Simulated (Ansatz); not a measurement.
# GeClF (SMILES [F][Ge][Cl]): MP2/def2-TZVP

What is the vertical ionisation energy of GeClF at MP2/def2-TZVP? 

The results are computed with Ansatz 0.2.0.

33 further runs of the same task are left out: 33 set aside as unsound or not needed.

## 1. Starting point

The species is GeClF (3 atoms), meant as a singlet with charge 0. SMILES: `[F][Ge][Cl]`. Geometry: relaxed at PBE0-D4/def2-TZVP.

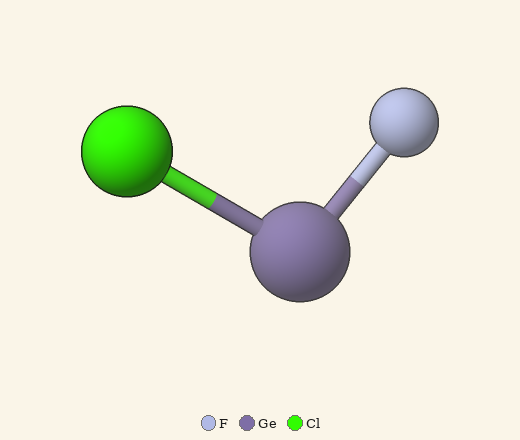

The structure, seen from a chosen angle (fluorine light blue, germanium purple, chlorine green).

## 2. The energy at MP2/def2-TZVP

File input.yaml:

```yaml
basis:
  gaussian: {orbitals: def2-TZVP}
crystal:
  periodic: [false, false, false]
  atoms:
    - symbol: F
      position_ang: [0.110400, 1.418700, 0.206200]
    - symbol: Ge
      position_ang: [-0.762800, 0.035600, -0.410300]
    - symbol: Cl
      position_ang: [0.641600, -1.519100, 0.191000]
correlation: {method: mp2, frozen_orbitals: {Cl: 5, F: 1, Ge: 9}}
accuracy: high
```

Command:

```console
ansatz run input.yaml --threads 1 --pin off --max-ram 3480MiB --events-out events.jsonl --progress --plain --runs-dir runs
```

Log:

```text
Warning: RAYON_NUM_THREADS=1 ignored (pool sized by the plan → 1); use --threads N
Functional definition: HF
  name "HF"
  exchange = exact_x
  correlation = 0
1709 factors; integrals over basis functions are off by at most 4.6e-9 eV
mean field evaluation 1: about -71684.7874 eV, gradient 3.2e1 eV
mean field evaluation 2: about -71684.8880 eV, gradient 3.2e1 eV
mean field evaluation 4: about -71686.9503 eV, gradient 2.1e0 eV
mean field evaluation 8: about -71686.9824 eV, gradient 2.8e-1 eV
mean field evaluation 16: about -71686.9830 eV, gradient 1.2e-8 eV
mean field -71686.98299721 eV, -2634.4480339653 hartree, gradient 7.5e-8 eV, S^2 0.000000; 0 other end points of the search recorded, 0 dependent functions left out
15 core orbitals not correlated: weight in the atoms' cores, before any rotation towards them, 1.000 or more for the frozen orbitals, at most 0.000 for the correlated occupied ones
reference -71686.98299721 eV, -2634.4480339653 hartree; 14, 14 occupied and 87, 87 virtual orbitals, 1709 factors
second order -17.95057072 eV of doubles, -0.00000000 eV of singles
Total energy: -71704.93356793 eV, -2635.1077052718 hartree
```

Wall time 4.2 s (1 thread of Arm Neoverse V2, shared host); peak memory 0.3 GiB.

## 3. The doublet cation, same level

File molecule.yaml:

```yaml
crystal:
  periodic: [false, false, false]
  atoms:
    - {symbol: F, position_ang: [0.110400, 1.418700, 0.206200]}
    - {symbol: Ge, position_ang: [-0.762800, 0.035600, -0.410300]}
    - {symbol: Cl, position_ang: [0.641600, -1.519100, 0.191000]}
basis:
  gaussian:
    orbitals: def2-TZVP
total_charge: 1
magnetization:
  spin_polarized: true
  initial_magnetization: 1
correlation:
  method: mp2
  frozen_orbitals: {Cl: 5, F: 1, Ge: 9}
accuracy: high
```

Command:

```console
ansatz run molecule.yaml --threads 1 --pin off --max-ram 3480MiB --events-out events.jsonl --progress --plain --runs-dir runs
```

Log, cut to the lines that bear on the results:

```text
Warning: RAYON_NUM_THREADS=1 ignored (pool sized by the plan → 1); use --threads N
[... 2 set-up lines as earlier in the session ...]
[...]
1709 factors; integrals over basis functions are off by at most 4.6e-9 eV
[...]
mean field -71676.87279417 eV, -2634.0764908562 hartree, gradient 6.0e-8 eV, S^2 0.795028; 15 other end points of the search recorded, 0 dependent functions left out
15 core orbitals not correlated: weight in the atoms' cores, before any rotation towards them, 1.000 or more for the frozen orbitals, at most 0.000 for the correlated occupied ones
reference -71676.87279417 eV, -2634.0764908562 hartree; 14, 13 occupied and 87, 88 virtual orbitals, 1709 factors
second order -17.17303582 eV of doubles, -0.00000000 eV of singles
Total energy: -71694.04582999 eV, -2634.7075882824 hartree
```

Wall time 32 s (1 thread of Arm Neoverse V2, shared host); peak memory 0.42 GiB.

## 4. What came out

Level: MP2/def2-TZVP, 15 core orbitals frozen.

```
                                                    quantity           value
                                 singlet GeClF: total energy  -2635.10771 Eh
 singlet GeClF: correlation energy (15 core orbitals frozen)      -659.7 mEh
                                doublet cation: total energy  -2634.70759 Eh
doublet cation: correlation energy (15 core orbitals frozen)      -631.1 mEh
           doublet cation: ⟨S²⟩ of the reference determinant           0.795
          vertical ionisation energy (to the doublet cation)       10.888 eV
```

Removing an electron at fixed nuclei costs 10.89 eV (1051 kJ/mol).
